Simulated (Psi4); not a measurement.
# H3O+ (oxonium): PBE/cc-pVDZ (Cholesky decomposition, cholesky tolerance 1e-05, sweep point 7)

What is the vertical ionisation energy of H3O+ (oxonium) at PBE/cc-pVDZ (Cholesky decomposition, cholesky tolerance 1e-05, sweep point 7)? Input form: a Python script.

The results are computed with Psi4 1.11.

## Step 1: Starting point

H3O+ has 4 atoms, charge +1, and is taken as a singlet. SMILES: `[OH3+]`. Geometry: relaxed at GFN2-xTB.

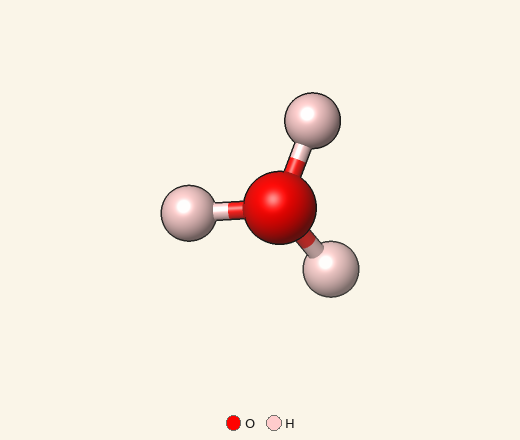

The structure, seen from a chosen angle (oxygen red, hydrogen pink).

## Step 2: A single-point energy at PBE/cc-pVDZ (Cholesky decomposition, cholesky tolerance 1e-05, sweep point 7)

Contents of calc.py:

```python
import psi4

psi4.set_memory(1600000000)
psi4.set_num_threads(1)
psi4.core.set_output_file('h3o.out', False)

mol = psi4.geometry("""
1 1
O      0.37048081    -0.11531109    -0.10752542
H      0.40483603     1.73748979     0.03112379
H     -0.78123168    -0.69281139    -1.44692550
H      0.00591484    -0.92936731     1.52334602
units au
symmetry c1
""")

options = {'basis': 'cc-pVDZ', 'reference': 'rks', 'puream': True, 'scf_type': 'cd', 'dft_radial_points': 99, 'dft_spherical_points': 590, 'cholesky_tolerance': 1e-05}
psi4.set_options(options)

energy_value = psi4.energy('pbe', molecule=mol)
print('E =', round(energy_value, 9))
```

Command:

```sh
python calc.py
```

h3o.out, cut to the lines that bear on the results:

```text
[...]
  Running in c1 symmetry.
[...]
  Nuclear repulsion =   13.886771319558083
[...]
  Multiplicity = 1
[...]
  Nalpha       = 5
  Nbeta        = 5
[...]
    Number of basis functions: 29
[...]
   @RKS iter   1:   -76.54428685885962    2.37264e-01   1.62807e-02 ADIIS/DIIS
[...]
   @RKS iter   6:   -76.61897838156847   -4.42365e-08   2.34945e-07 DIIS
[...]
    Orbital Energies [Eh]
    ---------------------
    Doubly Occupied:
       1A    -19.198981     2A     -1.358674     3A     -0.876841
       4A     -0.876739     5A     -0.677537
[...]
  @RKS Final Energy:   -76.61897838156847
   => Energetics <=
    Nuclear Repulsion Energy =             13.8867713195580826
    One-Electron Energy =                -128.3832963936051499
    Two-Electron Energy =                  47.1994365970752909
    DFT Exchange-Correlation Energy =      -9.3218899045966879
    Empirical Dispersion Energy =           0.0000000000000000
    VV10 Nonlocal Energy =                  0.0000000000000000
    Total Energy =                        -76.6189783815684677
[...]
 Multipole Moments:
 ------------------------------------------------------------------------------------
     Multipole            Electronic (a.u.)      Nuclear  (a.u.)        Total (a.u.)
 ------------------------------------------------------------------------------------
 L = 1.  Multiply by 2.5417464519 to convert [e a0] to [Debye]
 Dipole X            :          0.0152438           -0.6180902           -0.6028464
 Dipole Y            :         -0.0047518            0.1923788            0.1876270
 Dipole Z            :         -0.0044131            0.1793975            0.1749844
 Magnitude           :                                                    0.6551696
[...]
```

The script printed:

```text
E = -76.618978382
```

It took 4.5 s on 1 thread of AMD EPYC 7B13 (Zen 3), shared host; peak memory 0.44 GiB.

## Step 3: Doublet [H3O]2+, same level

Contents of run.py:

```python
import psi4

psi4.set_memory(1600000000)
psi4.set_num_threads(1)
psi4.core.set_output_file('psi4.out', False)

mol = psi4.geometry("""
2 2
O      0.37048081    -0.11531109    -0.10752542
H      0.40483603     1.73748979     0.03112379
H     -0.78123168    -0.69281139    -1.44692550
H      0.00591484    -0.92936731     1.52334602
units au
symmetry c1
""")

psi4.set_options({
    'basis': 'cc-pVDZ',
    'reference': 'uks',
    'puream': True,
    'scf_type': 'cd',
    'dft_radial_points': 99,
    'dft_spherical_points': 590,
    'cholesky_tolerance': 1e-05,
    'maxiter': 150,
})

E, wfn = psi4.energy('pbe', molecule=mol, return_wfn=True)
print('E =', round(E, 9))
for k, v in sorted(psi4.core.scalar_variables().items()):
    print(f'{k:45s} {v:18.10f}')
```

Command:

```sh
python run.py
```

psi4.out, cut to the lines that bear on the results:

```text
[...]
  Running in c1 symmetry.
[...]
  Nuclear repulsion =   13.886771319558083
[...]
  Multiplicity = 2
[...]
  Nalpha       = 5
  Nbeta        = 4
[...]
    Number of basis functions: 29
[...]
   @UKS iter   1:   -75.69834642991162    1.08320e+00   4.78044e-03 ADIIS/DIIS
[...]
   @UKS iter   7:   -75.70883478737035   -4.99328e-09   2.47021e-07 DIIS
[...]
   @S^2 Observed:                7.520376169E-01
[...]
    Orbital Energies [Eh]
    ---------------------
    Alpha Occupied:
       1A    -19.803795     2A     -1.900026     3A     -1.378185
       4A     -1.378079     5A     -1.286488
    Alpha Virtual:
       6A     -0.639872     7A     -0.557691     8A     -0.557539
       9A     -0.179642    10A     -0.179593    11A     -0.128948
      12A     -0.018566    13A      0.154725    14A      0.154735
      15A      0.316895    16A      0.316971    17A      0.568469
      18A      0.696038    19A      0.992156    20A      0.992187
      21A      1.024566    22A      1.233222    23A      1.233576
      24A      1.403059    25A      2.085613    26A      2.085638
[...]
  @UKS Final Energy:   -75.70883478737035
   => Energetics <=
    Nuclear Repulsion Energy =             13.8867713195580826
    One-Electron Energy =                -122.7408409962243638
    Two-Electron Energy =                  42.0682529452961660
    DFT Exchange-Correlation Energy =      -8.9230180560002292
    Empirical Dispersion Energy =           0.0000000000000000
    VV10 Nonlocal Energy =                  0.0000000000000000
    Total Energy =                        -75.7088347873703498
[...]
 Multipole Moments:
 ------------------------------------------------------------------------------------
     Multipole            Electronic (a.u.)      Nuclear  (a.u.)        Total (a.u.)
 ------------------------------------------------------------------------------------
 L = 1.  Multiply by 2.5417464519 to convert [e a0] to [Debye]
 Dipole X            :          0.0535007           -0.6180902           -0.5645895
 Dipole Y            :         -0.0167963            0.1923788            0.1755825
 Dipole Z            :         -0.0154120            0.1793975            0.1639855
 Magnitude           :                                                    0.6135811
[...]
```

Standard output:

```text
E = -75.708834787
CURRENT ENERGY                                    -75.7088347874
CURRENT REFERENCE ENERGY                          -75.7088347874
DD SOLVATION ENERGY                                 0.0000000000
DFT FUNCTIONAL TOTAL ENERGY                       -75.7088347874
DFT TOTAL ENERGY                                  -75.7088347874
DFT VV10 ENERGY                                     0.0000000000
DFT XC ENERGY                                      -8.9230180560
GRID ELECTRONS ALPHA                                4.9999999971
GRID ELECTRONS BETA                                 4.0000000025
GRID ELECTRONS TOTAL                                8.9999999996
NUCLEAR REPULSION ENERGY                           13.8867713196
ONE-ELECTRON ENERGY                              -122.7408409962
PCM POLARIZATION ENERGY                             0.0000000000
PE ENERGY                                           0.0000000000
SCF ITERATION ENERGY                              -75.7088347874
SCF ITERATIONS                                      7.0000000000
SCF TOTAL ENERGY                                  -75.7088347874
TWO-ELECTRON ENERGY                                42.0682529453
XC GRID RADIAL POINTS                              99.0000000000
XC GRID SPHERICAL POINTS                          590.0000000000
XC GRID TOTAL POINTS                           225837.0000000000
```

Wall time 6.6 s (1 thread of AMD EPYC 7B13 (Zen 3), shared host); peak memory 0.43 GiB.

## Step 4: What came out

At PBE/cc-pVDZ (Cholesky decomposition, cholesky tolerance 1e-05, sweep point 7):

| quantity | value |
| --- | --- |
| singlet H3O+: total energy | -76.61898 Eh |
| singlet H3O+: HOMO energy | -18.44 eV |
| singlet H3O+: LUMO energy | -7.92 eV |
| singlet H3O+: HOMO–LUMO gap | 10.51 eV |
| doublet [H3O]2+: total energy | -75.70883 Eh |
| doublet [H3O]2+: HOMO energy (highest over α and β) | -35.01 eV |
| doublet [H3O]2+: LUMO energy (lowest over α and β) | -30.81 eV |
| doublet [H3O]2+: ⟨S²⟩ | 0.752 |
| vertical ionisation energy (to the doublet dication) | 24.766 eV |

Removing an electron at fixed nuclei costs 24.77 eV (571 kcal/mol). −ε(HOMO) before ionisation, 18.44 eV, is 6.33 eV below this ionisation energy.
